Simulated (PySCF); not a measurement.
C₂H₂O, SMILES `C=C=O`.

PySCF calculation, PBE/def2-SVPD, gas phase; geometry: GFN2-xTB. No frequency check shows the geometry to be a minimum.

Cartesian coordinates (Å):

```
C1       1.1921   -0.0000    0.0000
C2      -0.0965    0.0001    0.0000
O3      -1.2584   -0.0000    0.0000
H4       1.7466   -0.9173    0.0000
H5       1.7466    0.9173    0.0000
```

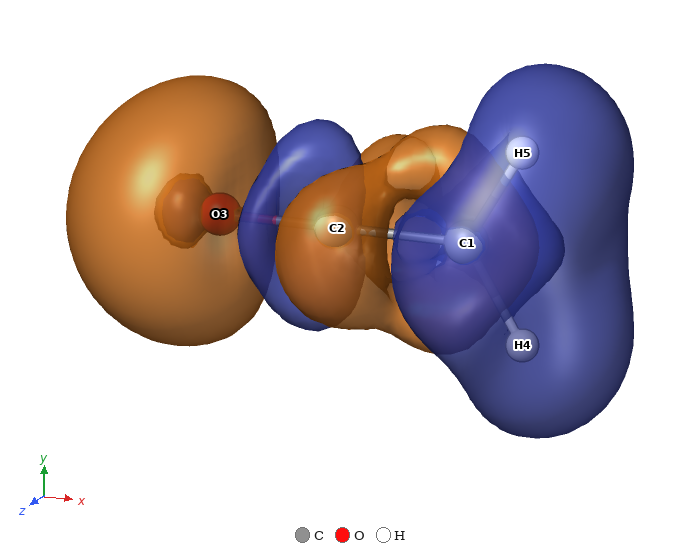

Change of the electron density in a uniform field of 0.41 V/Å, surfaces at ±0.002 e/Å³ (orange: gain, blue: loss).

Question: Along which Cartesian direction does the field point?

Answer: Along +x: electrons gather on the −x side, against the field.

Question: How large is the response?

Answer: The induced dipole is 0.84 D (along the field); α along this axis, from the fields in both directions, is 41 bohr³ (6.1 Å³).

Question: Which atoms gain and lose the most charge?

Answer: Electrons gather most on O3 (Hirshfeld charge changes by −0.040 e) and leave C1 most (+0.019 e); 0.069 electrons are displaced in all.

The PySCF run took 8 s on 1 thread of AMD EPYC 9R14 (Zen 4) (shared host), peak memory 0.31 GiB.
